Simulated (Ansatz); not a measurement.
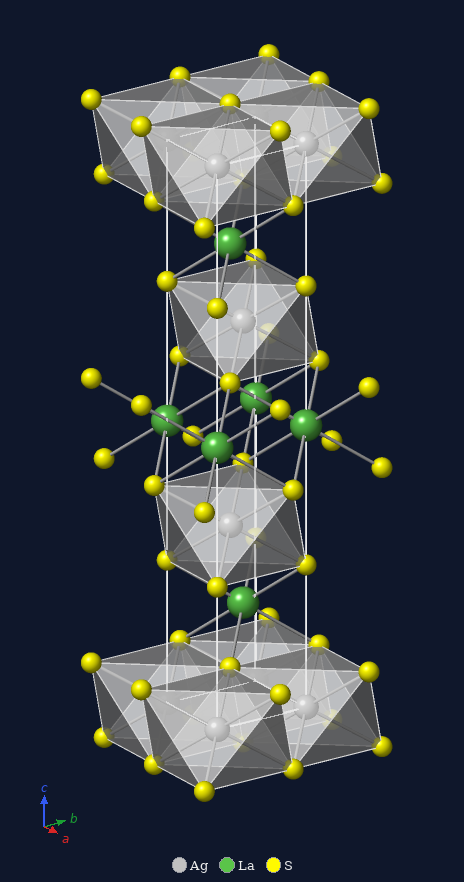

An orthographic polyhedral view of the structure, slightly off an axis. The parallelepiped is the conventional unit cell. Some neighbours outside the box are added.

LaAgS$_{2}$, α-NaFeO₂ type, space group R-3m (No. 166), a = 4.260 Å, b = 4.260 Å, c = 17.432 Å, α = 90.00°, β = 90.00°, γ = 120.00°. Origin of the cell: a structure type filled with these elements by a generator (whether the compound takes this form wasn't checked). The cell was then strained or its atoms displaced on purpose. It went into a calculation with Ansatz.

This one geometry was computed with Ansatz (DFT, plane waves, PAW) at three levels of theory: r2SCAN, HSE06 and PBE. It was relaxed with r2SCAN and then strained.

Question: How does the band gap change with the level of theory?

Answer: PBE: a gap of 2.18 eV, indirect; r2SCAN: a gap of 2.54 eV, indirect; HSE06: a gap of 3.11 eV, indirect.

Question: Collect the results in a table.

Answer:
| level | cutoff (eV) | k-mesh of the run's cell | gap (eV) | pressure (GPa) |
| --- | --- | --- | --- | --- |
| r2SCAN | 500 | 8×8×8 | 2.54 | 1.1 |
| HSE06 | 420 | 6×6×6 | 3.11 | 0.9 |
| PBE | 420 | 8×8×8 | 2.18 | 1.2 |

Gaps are taken on the k-mesh or band path of each run.
